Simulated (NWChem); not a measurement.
**Energy and gradient calculation, with input and output: CuHS**

The run: energy and gradient calculation of CuHS, SMILES [SH][Cu]. Method and program: B3LYP/6-31G*, RKS (NWChem 7.3.0).

The geometry comes from this level: PBE0-D4/def2-TZVP.

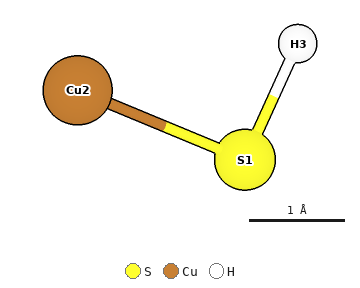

**Figure 1.** The input geometry (ball-and-stick view, seen at a tilt; atoms are numbered from 1 in the order of the input). Sticks mark near contacts. Bond lengths as drawn: Cu–S 2.12 Å and H–S 1.35 Å.

The input:
```python
from ase import Atoms
from ase.calculators.nwchem import NWChem

mol = Atoms('SCuH', positions=[
    [-0.511900, 0.570500, -0.230300],
    [1.309500, 0.076500, 0.729600],
    [-0.808400, -0.711800, -0.512600],
])

calc = NWChem(
    label='job',
    theory='dft',
    memory='2200 mb',
    basis='6-31G*',
    basispar='spherical bse',
    dft={'xc': 'b3lyp', 'mult': '1', 'grid': 'xfine', 'convergence': 'energy 1e-08', 'iterations': '100', 'mulliken': None, 'print': 'low'},
)
mol.calc = calc

forces = mol.get_forces()
print("Total energy (eV):", round(mol.get_potential_energy(), 6))
print("forces (eV/A):")
for s, f in zip(mol.symbols, forces):
    print(f"{s:2s} {f[0]:10.5f} {f[1]:10.5f} {f[2]:10.5f}")
```

File job.nwi:
```
title "job"

permanent_dir job

scratch_dir job

start job

geometry units angstrom nocenter noautosym noautoz
  S  -5.1190000000000002e-01 5.7050000000000001e-01 -2.3030000000000000e-01
  Cu 1.3095000000000001e+00 7.6499999999999999e-02 7.2960000000000003e-01
  H  -8.0840000000000001e-01 -7.1179999999999999e-01 -5.1259999999999994e-01
end

memory 2200 mb

basis spherical bse noprint
   * library 6-31G*
end

dft
  xc b3lyp
  mult 1
  grid xfine
  convergence energy 1e-08
  iterations 100
  mulliken
  print low
end

task dft gradient
```

Machine: 1 thread of Intel Xeon (Sapphire Rapids), 16 GiB of memory available, shared host.

Command:
```bash
export ASE_NWCHEM_COMMAND="nwchem PREFIX.nwi > PREFIX.nwo"
python run.py
```

What the program printed:
```
Total energy (eV): -55484.538953
forces (eV/A):
S     1.02962   -0.09364    0.55978
Cu   -0.83484    0.32581   -0.43076
H    -0.19474   -0.23217   -0.12902
```

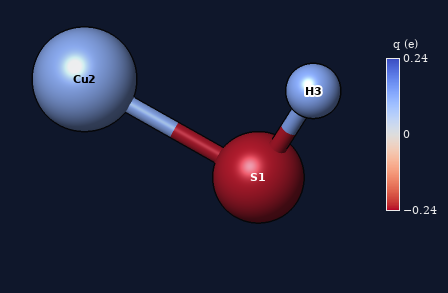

**Figure 2.** Löwdin charges, as the colour of each atom (ball-and-stick view, seen at a tilt; atoms are numbered from 1 in the order of the input). By element: S −0.23, Cu +0.11 and H +0.12 e.

Results in brief:

- outcome: converged
- total energy: −2039.019214 hartree
- largest force: 1.176 eV/Å
- wall time: 18 s
- peak memory: 0.12 GiB
